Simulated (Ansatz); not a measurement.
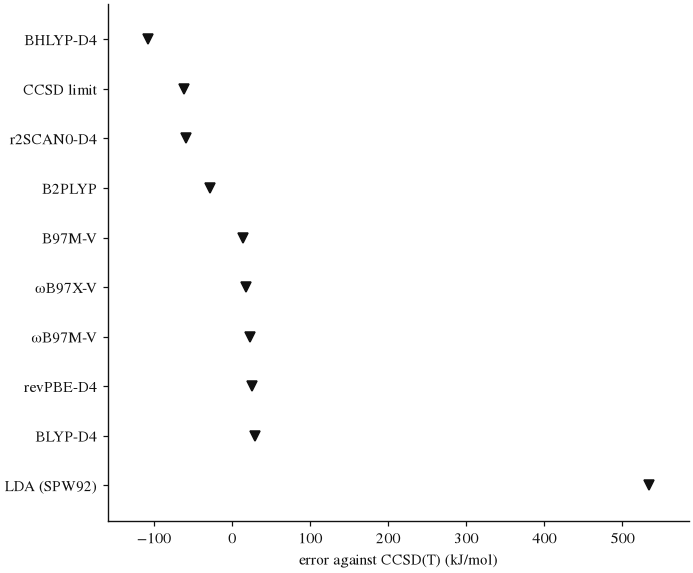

Error in the electronic atomisation energy (method less reference, so positive means overbinding) of C₂H₅NS, SMILES C=NCS: functionals in def2-TZVPP against frozen-core CCSD(T) at the limit (MP2 extrapolated from triple and quadruple zeta, plus CCSD(T) less MP2 in a smaller set), which gives 3292.2 kJ/mol, at a PBE0-D4/def2-TZVP geometry (a minimum by its frequencies), no zero-point or spin-orbit term, the Ansatz code 0.2.0. The reference leaves out core correlation, a term that grows with the number of heavy atoms. B2PLYP holds a correlation term that converges slowly with the basis, so part of the distance to the limit is basis error. No dispersion term is added to B2PLYP. Limit means the basis limit.

Which of these levels overbind, and which underbind?

Answer. Overbind: ωB97M-V, revPBE-D4, BLYP-D4 and LDA (SPW92). Underbind: BHLYP-D4, CCSD limit, r2SCAN0-D4 and B2PLYP. Within 20 kJ/mol of zero, too close to call in view of what the reference leaves out: B97M-V and ωB97X-V.

What range do the values span?

Answer. From −107.7 kJ/mol (BHLYP-D4) to 533.8 kJ/mol (LDA (SPW92)).

Limits of at least one run: one conformer of a flexible molecule.
